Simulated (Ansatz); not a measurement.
Frequency calculation of BSiH$_{5}$OF$_{2}$

System: BSiH$_{5}$OF$_{2}$.
Method: RKS B3LYP/def2-SVP (Ansatz 0.2.0).

It belongs to a series of runs on one base structure; here: vibrations at the highest image of the band.

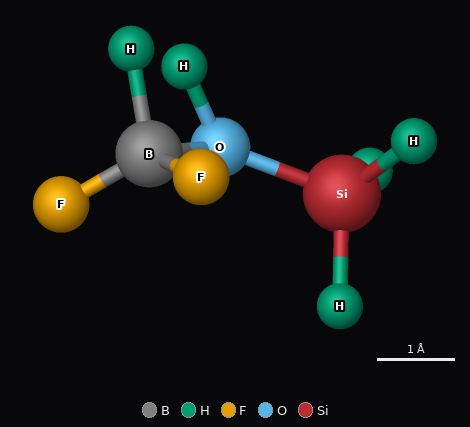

Fig. 1: The input geometry (ball-and-stick view, seen at a tilt).

Key numbers

| quantity | value |
| --- | --- |
| outcome | converged |
| total energy | −16111.0313 eV |
| mean-field energy | −16111.0313 eV |
| largest force (length of the vector) | 0.028 eV/Å |
| hardware | 2 threads of Arm Neoverse V1, 24 GiB of memory available, shared host |
| wall time | 93 s (CPU time 3 min) |
| peak memory | 0.2 GiB |

Input file
```yaml
crystal:
  periodic: [false, false, false]
  atoms:
    - { symbol: B, position_ang: [0.026523, -0.170587, 0.046126] }
    - { symbol: H, position_ang: [0.121555, 0.114172, 1.398373] }
    - { symbol: F, position_ang: [1.066631, 0.373369, -0.600485] }
    - { symbol: F, position_ang: [-1.211362, 0.132867, -0.397001] }
    - { symbol: O, position_ang: [0.193942, -1.678466, 0.323944] }
    - { symbol: Si, position_ang: [-0.750954, -3.001388, -0.202722] }
    - { symbol: H, position_ang: [-0.072108, -4.220778, 0.302189] }
    - { symbol: H, position_ang: [-2.121667, -2.901534, 0.364081] }
    - { symbol: H, position_ang: [-0.783013, -2.979828, -1.685908] }
    - { symbol: H, position_ang: [0.175753, -0.949225, 1.298303] }
basis:
  gaussian: { orbitals: def2-SVP }
hamiltonian:
  xc: b3lyp
phonons: {}
```

Run as:
```bash
ansatz run input.yaml --threads 2 --pin off --max-ram 3072MiB --backend cpu --events-out ev --progress --plain --runs-dir out
```

The program's output
```
Engine: ansatz 0.2.0, aarch64-unknown-linux-gnu
Functional definition: B3LYP
  parameter a0 = 0.2
  parameter ax = 0.72
  parameter ac = 0.81
  exchange = (1 - a0 - ax)*slater_x + ax*b88_x + a0*exact_x
  correlation = (1 - ac)*vwn_rpa_c + ac*lyp_c
1030 factors; integrals over basis functions are off by at most 4.1e-4 eV
mean field evaluation 1: about -16106.5022 eV, gradient 5.3e1 eV
mean field evaluation 2: about -16099.3395 eV, gradient 8.4e1 eV
mean field evaluation 4: about -16110.9767 eV, gradient 3.7e0 eV
mean field evaluation 8: about -16111.0310 eV, gradient 8.4e-2 eV
mean field evaluation 16: about -16111.0311 eV, gradient 6.7e-6 eV
mean field -16111.03105706 eV, -592.0694708979 hartree, gradient 6.7e-6 eV, S^2 0.000000; 0 other end points of the search recorded, 0 dependent functions left out
the calculation of the forces begins
reference -16111.03130881 eV, -592.0694801495 hartree; 25, 25 occupied and 74, 74 virtual orbitals, 1030 factors
these checks for a lower state are left out or cut short: stability, starts, cluster_reference, orbital_swaps, neighbouring_geometries, increment
1030 factors; integrals over basis functions are off by at most 4.1e-4 eV
mean field -16111.03087766 eV, -592.0694643049 hartree, gradient 1.9e-6 eV, S^2 0.000000; 0 other end points of the search recorded, 0 dependent functions left out
[... from here on the field's lines of each further geometry are left out, up to the last ...]
the calculation of the forces begins
reference -16111.03128389 eV, -592.0694792336 hartree; 25, 25 occupied and 74, 74 virtual orbitals, 1030 factors
these checks for a lower state are left out or cut short: stability, starts, cluster_reference, orbital_swaps, neighbouring_geometries, increment
1030 factors; integrals over basis functions are off by at most 4.1e-4 eV
mean field evaluation 352: about -16111.0310 eV, gradient 1.6e-6 eV
mean field -16111.03100721 eV, -592.0694690660 hartree, gradient 1.6e-6 eV, S^2 0.000000; 0 other end points of the search recorded, 0 dependent functions left out
the calculation of the forces begins
reference -16111.03125894 eV, -592.0694783169 hartree; 25, 25 occupied and 74, 74 virtual orbitals, 1030 factors
WARN: phonons: modes at or below zero, which the zero-point energy, F, S and C_V leave out: 1, the lowest at -1455.17 cm⁻¹. A minimum has none, and a first-order saddle one
Total energy: -16111.03130881 eV, -592.0694801495 hartree
Atom 0 at     0.026523    -0.170587     0.046126 Å, force    -0.002389    -0.004457     0.001812 eV/Å
Atom 1 at     0.121555     0.114172     1.398373 Å, force    -0.000440    -0.000010     0.001590 eV/Å
Atom 2 at     1.066631     0.373369    -0.600485 Å, force     0.001300     0.001550    -0.000013 eV/Å
Atom 3 at    -1.211362     0.132867    -0.397001 Å, force    -0.005600    -0.001767    -0.002097 eV/Å
Atom 4 at     0.193942    -1.678466     0.323944 Å, force     0.026213     0.008196    -0.006795 eV/Å
Atom 5 at    -0.750954    -3.001388    -0.202722 Å, force    -0.013240    -0.003995     0.002170 eV/Å
Atom 6 at    -0.072108    -4.220778     0.302189 Å, force     0.000340     0.000009     0.001526 eV/Å
Atom 7 at    -2.121667    -2.901534     0.364081 Å, force     0.000134     0.002463    -0.003912 eV/Å
Atom 8 at    -0.783013    -2.979828    -1.685908 Å, force    -0.001481    -0.000347     0.000785 eV/Å
Atom 9 at     0.175753    -0.949225     1.298303 Å, force    -0.004836    -0.001642     0.004934 eV/Å
Dipole moment:    -0.136513    -0.532956     0.291462 e Å
Vibrations: -1455.17 75.02 99.21 117.76 353.26 432.43 570.49 693.87 733.55 761.51 785.01 913.25 950.52 961.28 1032.38 1058.62 1188.28 1273.05 1385.69 1978.35 2091.57 2255.20 2267.66 2274.94 cm⁻¹, zero-point energy 1.503488 eV
```

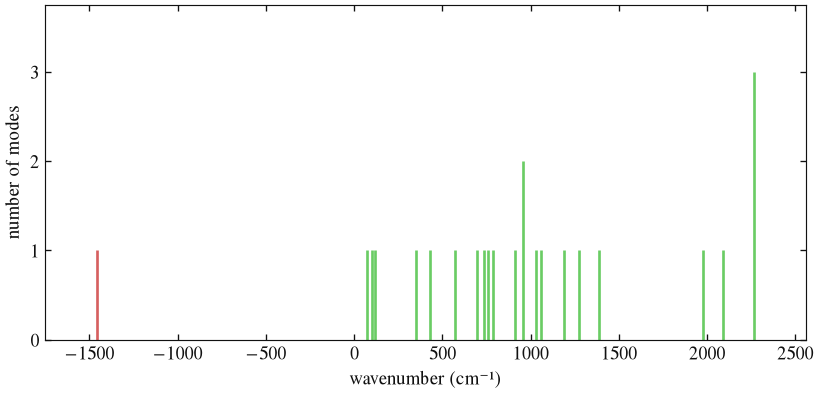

Fig. 2: Harmonic vibrational wavenumbers from the force constants; neighbouring modes closer than 17 cm⁻¹ are counted in one stick, and imaginary ones are drawn at negative wavenumbers. 24 modes from 1455i to 2275 cm⁻¹, 1 imaginary beyond 8i (1455i cm⁻¹): a first-order saddle point, if the geometry is stationary.
